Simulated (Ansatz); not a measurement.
The calculation's input:

```
crystal:
  periodic: [false, false, false]
  atoms:
    - {symbol: Ga, position_ang: [-1.181919, -0.338581, 1.083344]}
    - {symbol: C, position_ang: [0.889553, 0.946506, -1.125481]}
    - {symbol: H, position_ang: [-2.098353, -0.698887, -0.126662]}
    - {symbol: H, position_ang: [-1.148745, 1.013862, 1.858011]}
    - {symbol: H, position_ang: [1.371072, 0.153817, -0.551233]}
    - {symbol: S, position_ang: [0.160965, -1.899751, 1.865728]}
    - {symbol: H, position_ang: [0.492958, 1.708169, -0.452260]}
    - {symbol: H, position_ang: [1.628076, 1.409256, -1.779762]}
    - {symbol: H, position_ang: [0.085845, 0.530779, -1.733765]}
    - {symbol: H, position_ang: [-0.199453, -2.825170, 0.962079]}
basis:
  gaussian: {orbitals: def2-TZVPP}
hamiltonian: {xc: pbe0, dispersion: d4}
output: {orbitals: {seedname: orbitals}}
```

Run with:

```sh
ansatz run in.yaml --threads 4 --pin off --events-out ev --progress --plain --max-ram 9574MiB
```

The product side of a reaction path; geometry: PBE0-D4/def2-TZVP.

These are results of Ansatz 0.2.0, RKS PBE0-D4/def2-TZVPP, not measurements.

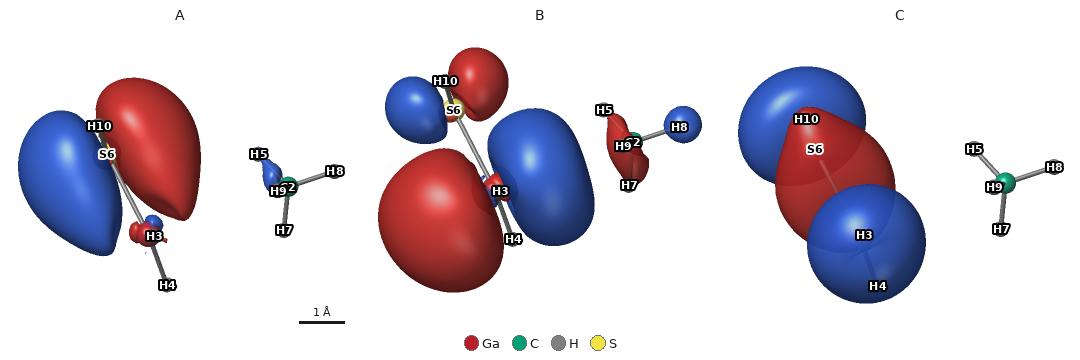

GaH₃S···CH₄. Three frontier orbitals at ±0.08 Å⁻³ᐟ² (red and blue are the two phases), in no order.

Which picture is the HOMO−1, the HOMO and the LUMO?

Answer. C is the HOMO−1 (−8.47 eV). It lies mainly on S6 (about 55 %), Ga1 (about 20 %) and H3 (about 20 %). A is the HOMO (−7.63 eV). By Hirshfeld shares it lies mainly on S6 (about 85 %) and Ga1 (about 10 %); largely a lone pair of S6. B is the LUMO (−1.26 eV). It lies mainly on Ga1 (about 65 %) and S6 (about 15 %).

What is the HOMO–LUMO gap?

Answer. 6.37 eV between the orbital energies.
